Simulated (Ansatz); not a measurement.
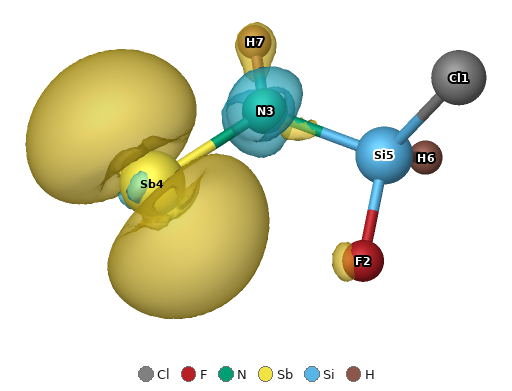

ClFH₂NSbSi (charge +1, doublet). Isosurfaces of the spin density (α minus β) at +0.02 (yellow) and −0.02 e/Å³ (cyan), seen across its widest extent.

Geometry: PBE0-D3(BJ)/def2-SVP; core potentials replace the inner electrons of Sb.

The calculation used isolated molecule in a Gaussian basis; Kohn-Sham density functional theory, functional PBE0 (Ansatz 0.2.0).

| atom | x (Å) | y (Å) | z (Å) |
| --- | --- | --- | --- |
| Cl | -2.4127 | -1.5784 | 2.0509 |
| F | -2.5544 | -2.1335 | -0.9010 |
| N | -0.4699 | -0.7610 | -0.2036 |
| Sb | -0.7451 | 0.2743 | -1.8507 |
| Si | -1.5157 | -2.1164 | 0.3325 |
| H | -0.7504 | -3.3676 | 0.4206 |
| H | 0.3026 | -0.4788 | 0.4096 |

### Describe the spin distribution.

The unpaired spin (1 electron) lies mostly on Sb4 (about 1.0), in electrons by Hirshfeld's partition.
